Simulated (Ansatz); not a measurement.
**As2H8Pt (cis-PtH2(AsH3)2) (triplet): density, localisation and related maps**

```json
{"atom": "Pt", "x (Å)": "0.9393", "y (Å)": "0.7601", "z (Å)": "0.1806"}
{"atom": "H", "x (Å)": "0.9960", "y (Å)": "0.8347", "z (Å)": "-1.4575"}
{"atom": "H", "x (Å)": "1.1068", "y (Å)": "2.3374", "z (Å)": "0.4399"}
{"atom": "As", "x (Å)": "-1.4496", "y (Å)": "1.1688", "z (Å)": "0.0694"}
{"atom": "H", "x (Å)": "-2.4299", "y (Å)": "0.1795", "z (Å)": "-0.5449"}
{"atom": "H", "x (Å)": "-1.8426", "y (Å)": "2.3808", "z (Å)": "-0.7431"}
{"atom": "H", "x (Å)": "-2.2681", "y (Å)": "1.4895", "z (Å)": "1.3090"}
{"atom": "As", "x (Å)": "1.1746", "y (Å)": "-1.7124", "z (Å)": "0.2219"}
{"atom": "H", "x (Å)": "1.3093", "y (Å)": "-2.5622", "z (Å)": "1.4752"}
{"atom": "H", "x (Å)": "2.3556", "y (Å)": "-2.3075", "z (Å)": "-0.5146"}
{"atom": "H", "x (Å)": "0.1087", "y (Å)": "-2.5687", "z (Å)": "-0.4360"}
```

Geometry: PBE0-D4/def2-SVP; core potentials replace the inner electrons of Pt.

The calculation used UKS PBE0-D4/def2-TZVP (Ansatz).

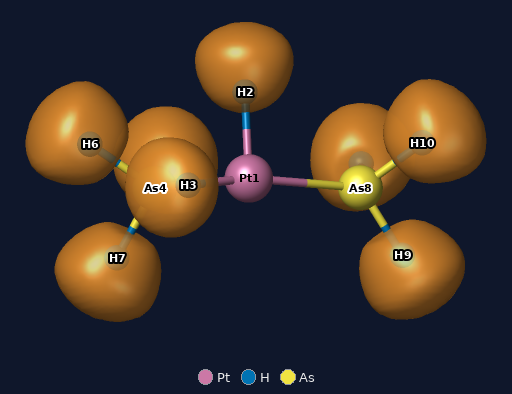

Figure 1. Isosurface of the electron localisation function at 0.85 (orange), seen from one side. Core shells and regions of very low density are left out.

> Identify the bonds, lone pairs and shells in this picture.

The ELF exceeds this value in eight regions around hydrogen nuclei.


As–Pt (2.43 Å): the ELF peaks at about 0.65 between the atoms. As–H (1.51 Å): the ELF climbs to about 1 towards the hydrogen, as it does in any bond to H.

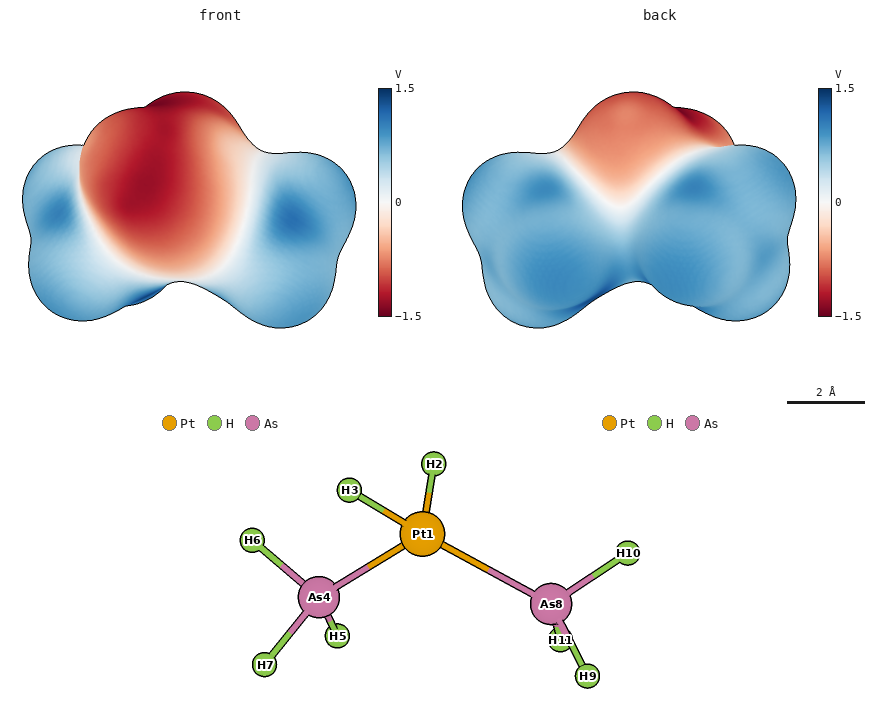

Figure 2. The molecular electrostatic potential painted on the density surface at 0.002 e/bohr³, seen from the front and from behind; red is negative and blue positive. The bare structure is drawn below in the same view.

> Describe the electrostatic potential map.

The most negative region (about −1.4 V, or −32 kcal/mol for a unit charge) lies over Pt1, the most positive (about +1.3 V, or +30 kcal/mol for a unit charge) over As4 and As8.

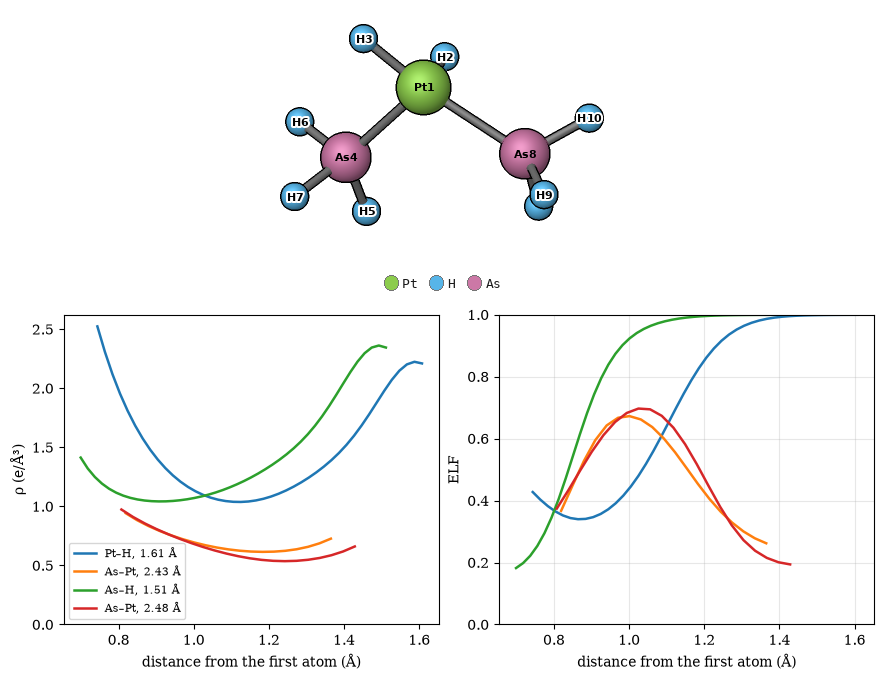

Figure 3. Electron density and electron localisation function along straight lines between neighbouring atoms. The curves leave out the atomic cores. The structure is drawn too.

> What can be read from the curves?

Pt–H (1.61 Å): the density is about 2 e/Å³ at the midpoint; the ELF climbs to about 1 towards the hydrogen.
As–Pt (2.43 Å): the density is about 0.62 e/Å³ at the midpoint; the ELF peaks at about 0.65 between the atoms.
As–H (1.51 Å): the density is about 1.2 e/Å³ at the midpoint; the ELF climbs to about 1 towards the hydrogen.
As–Pt (2.48 Å): ρ is about 0.54 e/Å³ halfway; the ELF peaks at about 0.70 between the atoms.
